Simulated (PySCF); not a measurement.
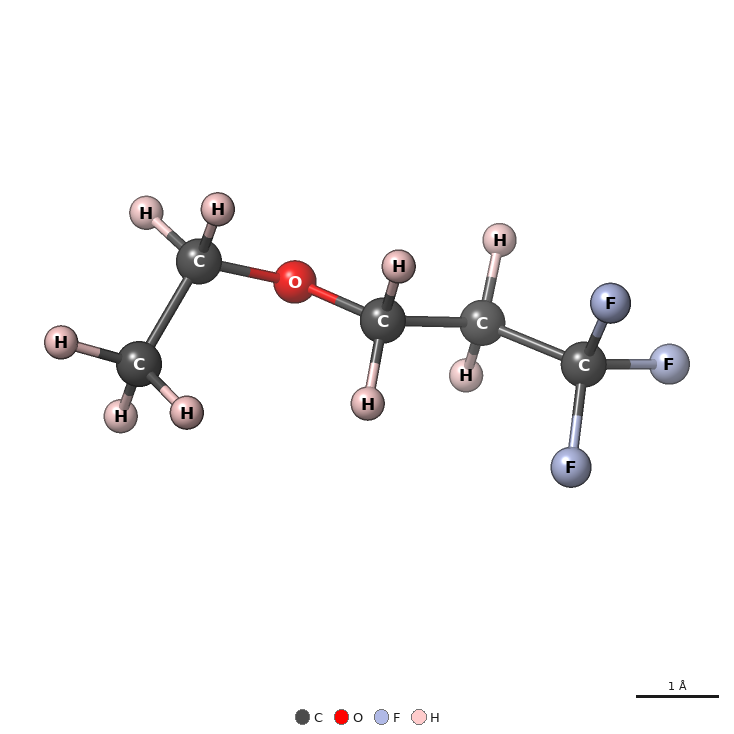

Depth is shown by fading: the farther an atom, the more it takes the colour of the background. The computed structure is the end point of a PBE0-D3(BJ)/def2-SVP optimisation. No frequency run is at hand to confirm it as a minimum. Masses are those of the most abundant isotopes; constants are for the rigid equilibrium geometry.

Q: What kind of rotor is it, and what are its rotational constants in GHz?

A: An asymmetric top (C1): A = 3.85, B = 0.648, C = 0.630 GHz. Ray's parameter κ is −0.99, close to the prolate limit.
